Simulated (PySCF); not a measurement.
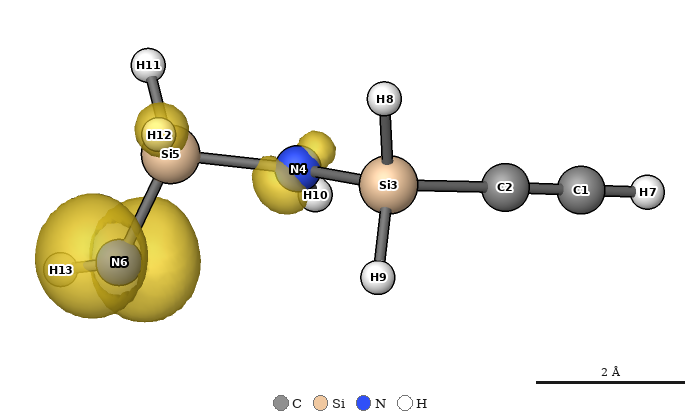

*C₂H₇N₂Si₂ (SMILES C#C[SiH2]N[SiH2][NH]) (doublet). Isosurfaces of the spin density at +0.04 (yellow) and −0.04 e/Å³ (cyan), seen from one side.*

Geometry: GFN2-xTB.

Level of theory: PySCF 2.14.0, density-fitted response routines, UKS B3LYP, pcH-1 on C H N Si, non-relativistic, mean-field spin-orbit, GIAO.

```xyz
13

C    -3.4992   -0.6496    0.6041
C    -2.5147   -0.0963    0.1927
Si   -0.9955    0.7409   -0.4560
N     0.3261   -0.1256    0.2520
Si    2.0482    0.1978    0.1105
N     2.6561   -0.9208   -0.9748
H    -4.3617   -1.1319    0.9669
H    -0.9052    2.1194    0.0339
H    -0.9978    0.6715   -1.9214
H     0.1261   -1.0878    0.4760
H     2.4974    0.2115    1.5111
H     2.1354    1.5460   -0.4578
H     3.4802   -1.4746   -0.8054
```

**Describe the spin distribution.**

The unpaired spin (1 electron) lies mostly on N6 (about 0.8), in electrons by Hirshfeld's partition.
